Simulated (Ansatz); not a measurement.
Reaction (SMILES): F[CH]F → C atom + 2 F atom + H atom
B3LYP-D3(BJ)/def2-TZVP geometries, fixed; electronic energies without zero-point terms.

Basis-set convergence of the atomisation energy at HF with Ansatz (a program for electronic structure). Cartesian d functions, on some or all atoms, in 6-31G*, 6-31G**; all else is spherical. Open shells are unrestricted. No added dispersion term, no relativity. Functions are those of the species that has most. Reference: the value in pcseg-4, 225.92 kcal/mol, itself unsure by roughly 0.38 kcal/mol (its mean distance from aug-pcseg-3, aug-cc-pVQZ, cc-pV5Z). Deviations are taken from unrounded values.

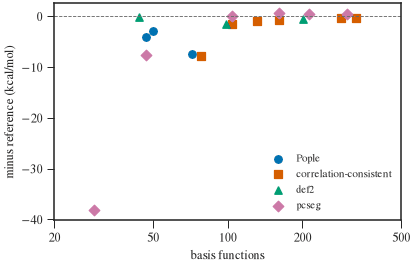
Deviation from the reference against the number of basis functions, by family of sets.

```
basis            functions  atomisation energy (kcal/mol)  minus reference (kcal/mol)
---------------  ---------  -----------------------------  --------------------------
pcseg-0                 29                         187.68                      -38.24
def2-SV(P)              44                         225.69                       -0.23
6-31G*                  47                         221.79                       -4.13
pcseg-1                 47                         218.20                       -7.72
6-31G**                 50                         223.11                       -2.81
6-311+G**               72                         218.57                       -7.36
aug-cc-pVDZ             78                         218.11                       -7.82
def2-TZVP               99                         224.43                       -1.49
cc-pVTZ                104                         224.45                       -1.47
pcseg-2                104                         226.03                        0.11
jun-cc-pV(T+d)Z        131                         224.94                       -0.99
aug-cc-pVTZ            161                         225.28                       -0.64
aug-pcseg-2            161                         226.64                        0.72
def2-QZVPP             201                         225.37                       -0.55
pcseg-3                213                         226.32                        0.40
aug-cc-pVQZ            286                         225.59                       -0.33
aug-pcseg-3            304                         226.37                        0.45
cc-pV5Z                328                         225.56                       -0.36
```
